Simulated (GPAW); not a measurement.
BH$_{2}$O: molecular dynamics (part 1 of 2)

The run: molecular dynamics of BH$_{2}$O, multiplicity 2, SMILES B[O]. Method and program: HCTH407/dzp, UKS, scalar-relativistic datasets (GPAW 26.7.0).

The geometry comes from this level: PBE0-D4/def2-TZVP.

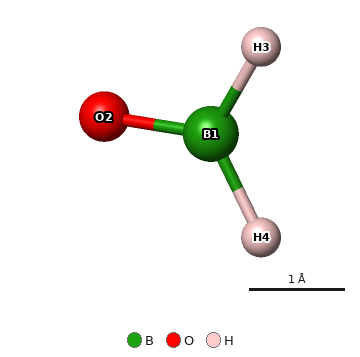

*The input geometry (ball-and-stick view, seen at a tilt; atoms are numbered from 1 in the order of the input).*

**The input (run.py)**
```python
import numpy as np
from ase import Atoms, units
from ase.md.nvtberendsen import NVTBerendsen
from ase.md.velocitydistribution import MaxwellBoltzmannDistribution, Stationary, ZeroRotation
from ase.units import Bohr
from gpaw import GPAW, setup_paths
from gpaw.atom.configurations import parameters
from gpaw.atom.generator import Generator

# Atomic positions
positions_bohr = np.array(
              [[ -0.002079,  -0.019464,  -0.028535],
               [  1.937536,  -0.644019,   1.279156],
               [ -1.989126,  -1.110592,   0.286482],
               [  0.158548,   1.660124,  -1.575276]])
system = Atoms(["B", "O", "H", "H"], positions=positions_bohr * Bohr)
system.center(vacuum=4.5)
system.set_initial_magnetic_moments([1.0, 0.0, 0.0, 0.0])

# No datasets are shipped for this functional: make them
for symbol in ["B", "H", "O"]:
    Generator(symbol, xcname="HCTH407", scalarrel=True, nofiles=True, txt=None).run(**parameters[symbol])
setup_paths.insert(0, ".")

# Calculator
dft = GPAW(mode="lcao",
           basis="dzp",
           h=0.2,
           xc="HCTH407",
           occupations={"name": "fermi-dirac", "width": 0.0, "fixmagmom": True},
           maxiter=100,
           symmetry="off",
           txt="bh2o.txt")
system.calc = dft

rng = np.random.default_rng(783)
MaxwellBoltzmannDistribution(system, temperature_K=500, rng=rng)
Stationary(system)
ZeroRotation(system)
dyn = NVTBerendsen(system, timestep=0.5 * units.fs, temperature_K=500, taut=50 * units.fs, trajectory="md.traj", logfile="-")
dyn.run(50)
```

Launched with:
```bash
python3 run.py
```

**Log**
```
DeprecationWarning: Use thermalize_momenta
Time[ps]      Etot[eV]     Epot[eV]     Ekin[eV]    T[K]
0.0000         -17.5025     -17.9097       0.4072   787.5
0.0005         -17.5034     -17.8892       0.3858   746.2
0.0010         -17.5038     -17.8476       0.3439   665.1
0.0015         -17.5036     -17.7953       0.2917   564.1
0.0020         -17.5031     -17.7453       0.2422   468.4
0.0025         -17.5027     -17.7083       0.2056   397.7
0.0030         -17.5022     -17.6885       0.1864   360.5
0.0035         -17.5016     -17.6846       0.1830   353.9
0.0040         -17.5012     -17.6899       0.1887   365.0
0.0045         -17.5004     -17.6969       0.1964   379.9
0.0050         -17.4995     -17.7013       0.2018   390.2
0.0055         -17.4987     -17.7020       0.2032   393.1
0.0060         -17.4980     -17.7000       0.2020   390.7
0.0065         -17.4974     -17.6971       0.1997   386.2
0.0070         -17.4965     -17.6951       0.1987   384.3
0.0075         -17.4957     -17.6960       0.2003   387.3
0.0080         -17.4952     -17.6990       0.2037   394.0
0.0085         -17.4948     -17.7022       0.2073   401.0
0.0090         -17.4945     -17.7031       0.2085   403.3
0.0095         -17.4942     -17.6994       0.2052   397.0
0.0100         -17.4937     -17.6906       0.1969   380.8
0.0105         -17.4931     -17.6776       0.1845   356.8
0.0110         -17.4921     -17.6632       0.1711   330.9
0.0115         -17.4910     -17.6523       0.1613   311.9
0.0120         -17.4898     -17.6494       0.1595   308.6
0.0125         -17.4889     -17.6572       0.1683   325.6
0.0130         -17.4882     -17.6749       0.1866   361.0
0.0135         -17.4881     -17.6973       0.2091   404.5
0.0140         -17.4883     -17.7162       0.2280   440.9
0.0145         -17.4883     -17.7245       0.2362   456.8
0.0150         -17.4883     -17.7186       0.2303   445.5
0.0155         -17.4879     -17.7000       0.2121   410.2
0.0160         -17.4871     -17.6755       0.1884   364.4
0.0165         -17.4861     -17.6550       0.1689   326.7
0.0170         -17.4853     -17.6473       0.1620   313.3
0.0175         -17.4847     -17.6561       0.1715   331.6
0.0180         -17.4846     -17.6799       0.1953   377.7
0.0185         -17.4847     -17.7115       0.2268   438.7
0.0190         -17.4849     -17.7433       0.2584   499.7
0.0195         -17.4853     -17.7696       0.2844   550.0
0.0200         -17.4858     -17.7878       0.3021   584.2
0.0205         -17.4862     -17.7979       0.3117   602.8
0.0210         -17.4870     -17.8021       0.3151   609.5
0.0215         -17.4876     -17.8026       0.3150   609.2
0.0220         -17.4885     -17.8015       0.3130   605.3
0.0225         -17.4892     -17.7989       0.3097   599.0
0.0230         -17.4897     -17.7946       0.3048   589.6
0.0235         -17.4903     -17.7873       0.2971   574.5
0.0240         -17.4905     -17.7755       0.2850   551.3
0.0245         -17.4905     -17.7580       0.2675   517.3
0.0250         -17.4899     -17.7348       0.2449   473.7
```

**Trajectory as extended XYZ (Å, eV, eV/Å), 51 frames, from step=0 to step=50**
```
4
Properties=species:S:1:pos:R:3:forces:R:3 step=0 time_fs=0.0 energy=-17.90970 temperature=787.5
B     5.5515    5.0774    5.3185    0.3650  -0.1107   0.2326
O     6.5779    4.7469    6.0105    0.4423  -0.1657   0.2620
H     4.5000    4.5000    5.4852   -0.7567  -0.3142   0.0200
H     5.6365    5.9662    4.5000   -0.0600   0.5805  -0.5704
4
Properties=species:S:1:pos:R:3:forces:R:3 step=1 time_fs=0.5 energy=-17.88925 temperature=746.2
B     5.5584    5.0761    5.3174   -0.3904  -0.5479   0.4918
O     6.5751    4.7482    6.0093    0.7806  -0.3378   0.5013
H     4.4815    4.5040    5.4924   -0.3719  -0.1590  -0.0265
H     5.6258    5.9555    4.5241   -0.0372   1.0280  -1.0222
4
Properties=species:S:1:pos:R:3:forces:R:3 step=2 time_fs=1.0 energy=-17.84762 temperature=665.1
B     5.5651    5.0748    5.3163   -1.0880  -0.9536   0.7208
O     6.5724    4.7494    6.0082    1.1166  -0.5067   0.7381
H     4.4622    4.5075    5.4995   -0.0262  -0.0214  -0.0858
H     5.6150    5.9472    4.5457   -0.0456   1.4611  -1.4343
4
Properties=species:S:1:pos:R:3:forces:R:3 step=3 time_fs=1.5 energy=-17.79528 temperature=564.1
B     5.5716    5.0732    5.3155   -1.7130  -1.2608   0.8585
O     6.5699    4.7506    6.0072    1.4450  -0.6688   0.9674
H     4.4428    4.5111    5.5065    0.3018   0.0913  -0.1349
H     5.6041    5.9425    4.5639   -0.0624   1.8046  -1.7517
4
Properties=species:S:1:pos:R:3:forces:R:3 step=4 time_fs=2.0 energy=-17.74533 temperature=468.4
B     5.5778    5.0713    5.3148   -2.2697  -1.4060   0.8673
O     6.5677    4.7516    6.0063    1.7608  -0.8201   1.1863
H     4.4242    4.5148    5.5132    0.5573   0.1798  -0.1750
H     5.5931    5.9422    4.5779   -0.0881   2.0143  -1.9345
4
Properties=species:S:1:pos:R:3:forces:R:3 step=5 time_fs=2.5 energy=-17.70830 temperature=397.7
B     5.5834    5.0691    5.3143   -2.7511  -1.3636   0.7327
O     6.5657    4.7525    6.0057    2.0583  -0.9561   1.3903
H     4.4070    4.5191    5.5195    0.7665   0.2377  -0.2213
H     5.5819    5.9466    4.5874   -0.1119   2.0468  -1.9722
4
Properties=species:S:1:pos:R:3:forces:R:3 step=6 time_fs=3.0 energy=-17.68854 temperature=360.5
B     5.5884    5.0666    5.3140   -3.1538  -1.1395   0.4635
O     6.5640    4.7533    6.0052    2.3303  -1.0717   1.5725
H     4.3915    4.5239    5.5253    0.9526   0.2699  -0.2552
H     5.5705    5.9560    4.5922   -0.1389   1.8965  -1.8559
4
Properties=species:S:1:pos:R:3:forces:R:3 step=7 time_fs=3.5 energy=-17.68460 temperature=353.9
B     5.5927    5.0639    5.3138   -3.4937  -0.7621   0.0921
O     6.5626    4.7539    6.0050    2.5666  -1.1629   1.7241
H     4.3784    4.5294    5.5306    1.0669   0.2933  -0.2826
H     5.5587    5.9700    4.5925   -0.1550   1.5862  -1.6029
4
Properties=species:S:1:pos:R:3:forces:R:3 step=8 time_fs=4.0 energy=-17.68988 temperature=365.0
B     5.5963    5.0610    5.3136   -3.7791  -0.2873  -0.3268
O     6.5616    4.7544    6.0050    2.7555  -1.2260   1.8360
H     4.3678    4.5356    5.5352    1.1470   0.3019  -0.3098
H     5.5465    5.9878    4.5891   -0.1343   1.1439  -1.2505
4
Properties=species:S:1:pos:R:3:forces:R:3 step=9 time_fs=4.5 energy=-17.69687 temperature=379.9
B     5.5990    5.0580    5.3134   -4.0019   0.2199  -0.7295
O     6.5611    4.7547    6.0053    2.8839  -1.2581   1.8978
H     4.3599    4.5426    5.5392    1.2052   0.3037  -0.3340
H     5.5340    6.0085    4.5827   -0.0986   0.6775  -0.8918
4
Properties=species:S:1:pos:R:3:forces:R:3 step=10 time_fs=5.0 energy=-17.70127 temperature=390.2
B     5.6008    5.0551    5.3130   -4.1433   0.6970  -1.0652
O     6.5610    4.7547    6.0060    2.9399  -1.2573   1.9009
H     4.3549    4.5504    5.5424    1.2373   0.2957  -0.3578
H     5.5212    6.0308    4.5743   -0.0536   0.2305  -0.5457
4
Properties=species:S:1:pos:R:3:forces:R:3 step=11 time_fs=5.5 energy=-17.70196 temperature=393.1
B     5.6017    5.0523    5.3123   -4.1884   1.1027  -1.3016
O     6.5613    4.7546    6.0069    2.9166  -1.2231   1.8401
H     4.3528    4.5590    5.5447    1.2408   0.2803  -0.3754
H     5.5084    6.0538    4.5645    0.0040  -0.1904  -0.2306
4
Properties=species:S:1:pos:R:3:forces:R:3 step=12 time_fs=6.0 energy=-17.70005 temperature=390.7
B     5.6017    5.0497    5.3114   -4.1272   1.4204  -1.4271
O     6.5621    4.7544    6.0080    2.8114  -1.1579   1.7169
H     4.3538    4.5682    5.5462    1.2159   0.2548  -0.3953
H     5.4955    6.0763    4.5542    0.0711  -0.5411   0.0308
4
Properties=species:S:1:pos:R:3:forces:R:3 step=13 time_fs=6.5 energy=-17.69706 temperature=386.2
B     5.6008    5.0475    5.3101   -3.9547   1.6520  -1.4458
O     6.5633    4.7539    6.0095    2.6271  -1.0645   1.5350
H     4.3576    4.5781    5.5468    1.1581   0.2161  -0.4039
H     5.4827    6.0976    4.5440    0.1667  -0.8575   0.2590
4
Properties=species:S:1:pos:R:3:forces:R:3 step=14 time_fs=7.0 energy=-17.69514 temperature=384.3
B     5.5989    5.0457    5.3086   -3.6700   1.8090  -1.3696
O     6.5649    4.7533    6.0112    2.3703  -0.9467   1.3007
H     4.3643    4.5885    5.5465    1.0666   0.1628  -0.4063
H     5.4704    6.1169    4.5344    0.2325  -1.0734   0.4134
4
Properties=species:S:1:pos:R:3:forces:R:3 step=15 time_fs=7.5 energy=-17.69601 temperature=387.3
B     5.5963    5.0442    5.3067   -3.2780   1.9086  -1.2205
O     6.5668    4.7525    6.0130    2.0532  -0.8109   1.0239
H     4.3735    4.5994    5.5453    0.9315   0.0919  -0.3947
H     5.4586    6.1337    4.5259    0.2809  -1.2279   0.5255
4
Properties=species:S:1:pos:R:3:forces:R:3 step=16 time_fs=8.0 energy=-17.69897 temperature=394.0
B     5.5929    5.0432    5.3046   -2.7842   1.9694  -1.0227
O     6.5691    4.7516    6.0151    1.6872  -0.6624   0.7147
H     4.3850    4.6105    5.5431    0.7508   0.0061  -0.3746
H     5.4475    6.1475    4.5186    0.3373  -1.3489   0.6099
4
Properties=species:S:1:pos:R:3:forces:R:3 step=17 time_fs=8.5 energy=-17.70218 temperature=401.0
B     5.5889    5.0426    5.3022   -2.1988   2.0056  -0.7967
O     6.5716    4.7506    6.0172    1.2911  -0.5070   0.3872
H     4.3983    4.6217    5.5401    0.5067  -0.0918  -0.3397
H     5.4371    6.1582    4.5129    0.3971  -1.4255   0.6675
4
Properties=species:S:1:pos:R:3:forces:R:3 step=18 time_fs=9.0 energy=-17.70307 temperature=403.3
B     5.5844    5.0425    5.2996   -1.5357   2.0323  -0.5587
O     6.5743    4.7496    6.0195    0.8836  -0.3477   0.0559
H     4.4128    4.6326    5.5363    0.1807  -0.2218  -0.2890
H     5.4277    6.1656    4.5088    0.4480  -1.4722   0.7048
4
Properties=species:S:1:pos:R:3:forces:R:3 step=19 time_fs=9.5 energy=-17.69945 temperature=397.0
B     5.5795    5.0428    5.2970   -0.8152   2.0565  -0.3226
O     6.5772    4.7485    6.0217    0.4806  -0.1935  -0.2635
H     4.4278    4.6431    5.5319   -0.1777  -0.3759  -0.2149
H     5.4194    6.1694    4.5064    0.4903  -1.4894   0.7173
4
Properties=species:S:1:pos:R:3:forces:R:3 step=20 time_fs=10.0 energy=-17.69064 temperature=380.8
B     5.5745    5.0436    5.2942   -0.0699   2.0804  -0.1022
O     6.5801    4.7473    6.0239    0.0966  -0.0527  -0.5601
H     4.4424    4.6527    5.5270   -0.5652  -0.5353  -0.1289
H     5.4123    6.1696    4.5057    0.5288  -1.4795   0.7080
4
Properties=species:S:1:pos:R:3:forces:R:3 step=21 time_fs=10.5 energy=-17.67756 temperature=356.8
B     5.5694    5.0448    5.2915    0.6650   2.0961   0.0969
O     6.5831    4.7462    6.0260   -0.2572   0.0686  -0.8255
H     4.4557    4.6610    5.5218   -0.9784  -0.7010  -0.0415
H     5.4064    6.1663    4.5069    0.5581  -1.4401   0.6792
4
Properties=species:S:1:pos:R:3:forces:R:3 step=22 time_fs=11.0 energy=-17.66321 temperature=330.9
B     5.5645    5.0465    5.2887    1.3513   2.0876   0.2829
O     6.5860    4.7450    6.0280   -0.5788   0.1702  -1.0568
H     4.4666    4.6676    5.5166   -1.3564  -0.8632   0.0541
H     5.4018    6.1595    4.5097    0.5782  -1.3750   0.6298
4
Properties=species:S:1:pos:R:3:forces:R:3 step=23 time_fs=11.5 energy=-17.65228 temperature=311.9
B     5.5598    5.0487    5.2861    1.9428   2.0342   0.4695
O     6.5889    4.7439    6.0299   -0.8717   0.2511  -1.2529
H     4.4744    4.6722    5.5115   -1.6607  -1.0074   0.1456
H     5.3987    6.1494    4.5140    0.5947  -1.2683   0.5538
4
Properties=species:S:1:pos:R:3:forces:R:3 step=24 time_fs=12.0 energy=-17.64938 temperature=308.6
B     5.5556    5.0514    5.2835    2.3907   1.9135   0.6744
O     6.5916    4.7428    6.0316   -1.1422   0.3157  -1.4216
H     4.4781    4.6744    5.5068   -1.8483  -1.1109   0.2207
H     5.3969    6.1362    4.5198    0.5963  -1.1126   0.4517
```
